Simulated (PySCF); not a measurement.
```yaml
atoms:
  - { symbol: C, position_ang: [3.0389, -0.0328, -0.4094] }
  - { symbol: C, position_ang: [1.9170, -0.5563, 0.0608] }
  - { symbol: F, position_ang: [1.6343, -1.8599, -0.3697] }
  - { symbol: Al, position_ang: [0.3341, -0.3374, 1.2793] }
  - { symbol: F, position_ang: [0.2040, 0.9430, 2.3257] }
  - { symbol: O, position_ang: [-1.0114, 0.1824, 0.0257] }
  - { symbol: C, position_ang: [-1.6937, 1.4167, -0.0736] }
  - { symbol: C, position_ang: [-1.3430, -0.7344, -0.9971] }
  - { symbol: H, position_ang: [3.3183, 0.9646, -0.1197] }
  - { symbol: H, position_ang: [3.7017, -0.5642, -1.0776] }
  - { symbol: H, position_ang: [-0.2650, -1.6799, 1.7168] }
  - { symbol: H, position_ang: [-2.7742, 1.2625, -0.0061] }
  - { symbol: H, position_ang: [-1.4536, 1.9156, -1.0165] }
  - { symbol: H, position_ang: [-1.3581, 2.0294, 0.7607] }
  - { symbol: H, position_ang: [-0.7720, -1.6405, -0.8033] }
  - { symbol: H, position_ang: [-1.0729, -0.3328, -1.9775] }
  - { symbol: H, position_ang: [-2.4114, -0.9641, -0.9754] }
```

Geometry: GFN2-xTB.

Method: PBE0/pcSseg-1, SCF density, gas phase, non-relativistic (PySCF).

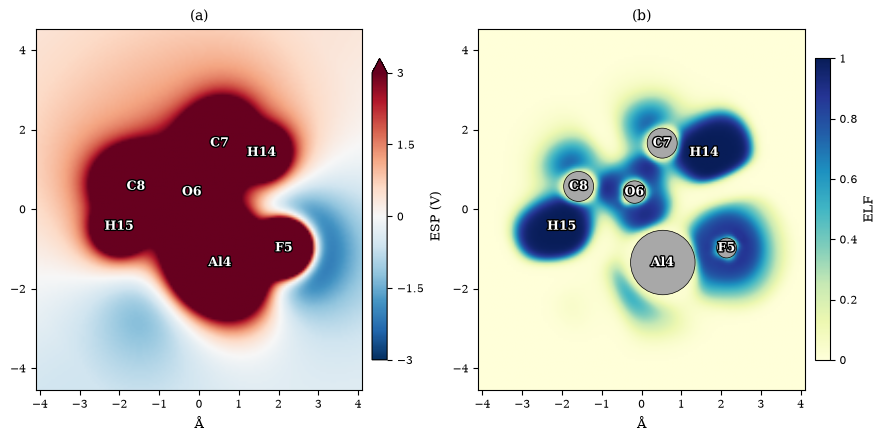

C4H9AlF2O. (a) molecular electrostatic potential; (b) ELF on the plane of atoms O6, C7 and H14. Grey discs cover the atomic cores in the ELF map.

Question: Interpret the plot.

Answer:
- The section cuts through Al, F, O, C and H sites.
- C–O (1.41 Å): the ELF peaks at about 0.90 between the atoms (a polar covalent bond).
- Al–F (1.66 Å): the ELF peaks at about 0.85 in the valence shell of F, 0.5 Å from its nucleus, and is about 0.35 at the midpoint.
- Al–O (1.91 Å): the ELF peaks at about 0.90 in the valence shell of O, 0.6 Å from its nucleus, and is about 0.45 at the midpoint.
- C–H (1.09 Å): the ELF climbs to about 1 towards the hydrogen, as it does in any bond to H; a covalent bond by its length.
- The ELF also peaks beside F5, away from the bonds: lone-pair regions.
- Outside the dense part of the molecule the potential is most negative (−2.0 V) near F5.
